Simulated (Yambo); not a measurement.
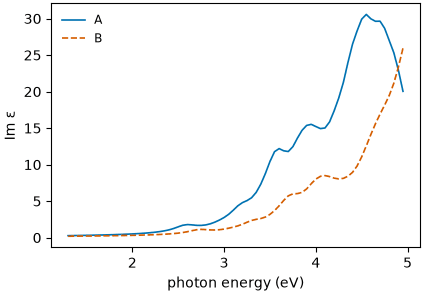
Fig. 1. Two computed absorption spectra of GaAlP2 (space group P-4m2, No. 115) under biaxial strain of -2 % along x and y, z relaxed (Yambo, PBEsol bands with the same scissor, field along x)

Axes are Cartesian, with cell vectors (Å) (3.78, 0.00, 0.00), (0.00, 3.78, 0.00), (0.00, 0.00, 5.55).

Problem. Which curve includes the electron-hole attraction (BSE)?

Solution. Curve A: the attraction moves weight to lower energy (centre of the plotted range 4.2 eV against 4.3 eV). Settings: 8×8×6 mesh, 5 valence and 5 conduction bands, static screening with 42 bands and a 4 Ry block, scissor 0.84 eV, Tamm-Dancoff. The scissor comes from a G0W0 run whose convergence isn't established. Broadening 0.15 eV. The band window holds all transitions up to 5.0 eV. On this mesh the peak heights and the fine structure are mesh artefacts; only the shift of weight is robust.

The standard potential for Ga keeps a d shell in the valence without the s and p states of that shell. In tests on such compounds this moved G0W0 gaps by up to about 0.9 eV, so absolute quasiparticle energies here are unreliable; differences between settings are what counts.

Spin-orbit coupling is not included.

The structure is a Materials Project entry; no match was found in the copy of COD used, and its stability was not checked.
